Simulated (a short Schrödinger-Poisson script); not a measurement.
Stack: gated Al0.4Ga0.6N/GaN polarisation-induced gas, at 77 K.

| layer | material | thickness (nm) | Na (cm⁻³) |
|---|---|---|---|
| 1 | Al0.4Ga0.6N | 10 | - |
| 2 | GaN | 6000 | 3e15 |

Constants are typed, rounded textbook-type inputs, not results; the design itself was drawn at random and stands for no fabricated device. Al0.4Ga0.6N: permittivity 9.26, conduction-band edge (eV) 0.58, gap (eV) 4.258, electron mass (mₑ) 0.248, Nv at 300 K (cm⁻³) 4.6e19. GaN: permittivity 9.5, conduction-band edge (eV) 0, gap (eV) 3.43, Nv at 300 K (cm⁻³) 4.6e19.

Channel valleys (confinement mass, in-plane density-of-states mass, number): Γ 0.2, 0.2, 1. At the gate the conduction-band edge of layer 1 lies 1.36 eV − eVg above the Fermi level of the channel; the field vanishes at the back. Sheet of polarisation charge: +2e13 e/cm² at 10 nm from the gate. The barrier under the gate holds no holes. Gaps are held at their typed values at every temperature. Mesh 0.08 nm at interfaces.

Solved with a short Schrödinger-Poisson script written for these runs: 1D Poisson equation in equilibrium, electrons quantum, Hartree plus LDA exchange-correlation (BenDaniel-Duke, 40 states a valley, the channel's in-plane mass for all, wave functions free to enter the barrier), parabolic valleys, classical holes, full ionisation, no traps, pinning or gate leakage.

Only gate voltages with over 1e8 electrons/cm² are shown.

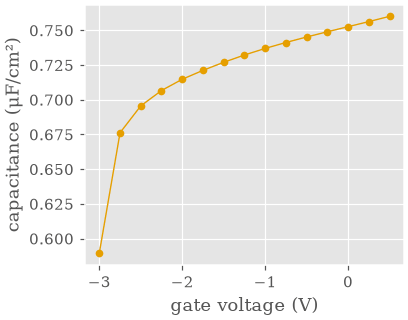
Figure. Quasi-static capacitance against gate voltage

```tsv
Vg (V)	electrons (cm⁻²)	in the channel layer	C (μF/cm²)	Γ E0 (meV)	Γ E1 (meV)
0.5	1.60e13	1.48e13	0.760	-176.0	-14.8
0	1.36e13	1.28e13	0.753	-152.7	-9.0
-0.5	1.13e13	1.08e13	0.745	-129.0	-3.0
-1	8.99e12	8.65e12	0.737	-104.7	4.0
-1.5	6.70e12	6.52e12	0.727	-79.5	13.7
-2	4.45e12	4.37e12	0.715	-53.2	25.9
-2.5	2.25e12	2.23e12	0.696	-26.8	36.3
-3	1.64e11	1.64e11	0.590	7.1	47.0
```

Subbands count from the Fermi level.
